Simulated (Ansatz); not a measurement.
```
atom    x (Å)    y (Å)    z (Å)
   W  -0.0728  -0.0460  -0.0969
   F  -0.2605   0.0531   2.2214
   F   1.6430  -0.0449   0.5676
   F   0.0064   1.8342  -0.0756
   F  -1.8676   0.0427   0.1751
  Cl  -0.1027  -2.3814  -0.0198
   F   0.1465  -0.0305  -1.9168
   H   0.5077   0.0328   2.7151
```

Core potentials replace the inner electrons of W.

These are results of Ansatz, UHF/def2-SVP, not measurements.

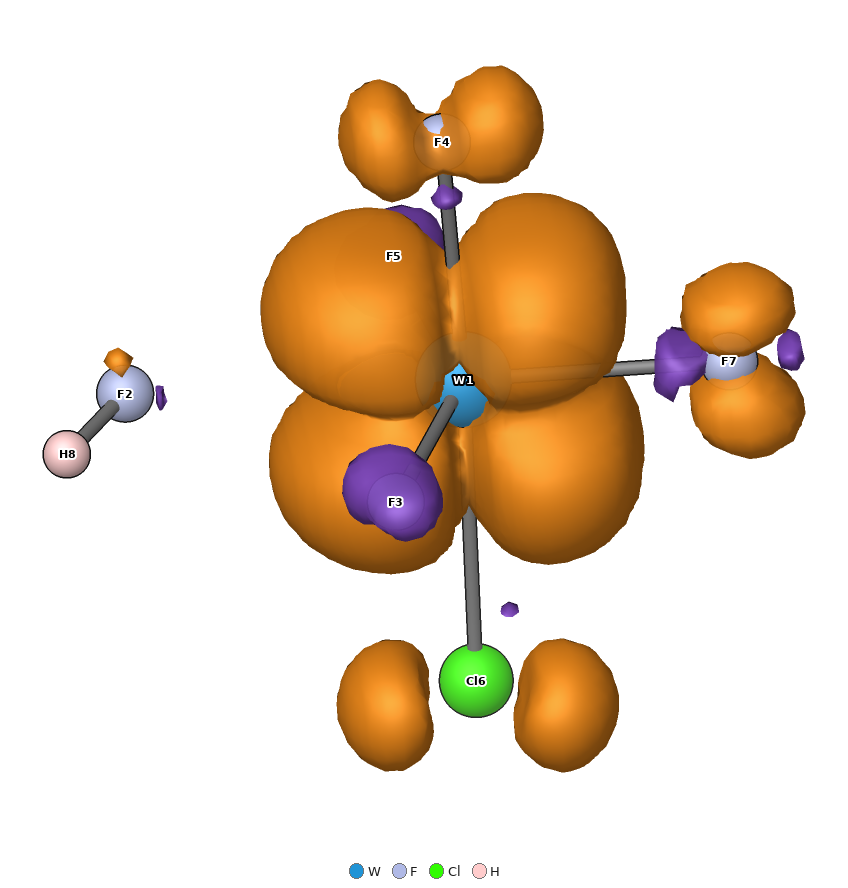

ClF$_{4}$W···HF (doublet). Isosurfaces of the spin density at +0.02 (orange) and −0.02 e/Å³ (purple), seen at a tilt.

### Where is the unpaired spin?

The unpaired spin (1 electron) lies mostly on W1 (about 0.9), in electrons by Hirshfeld's partition.
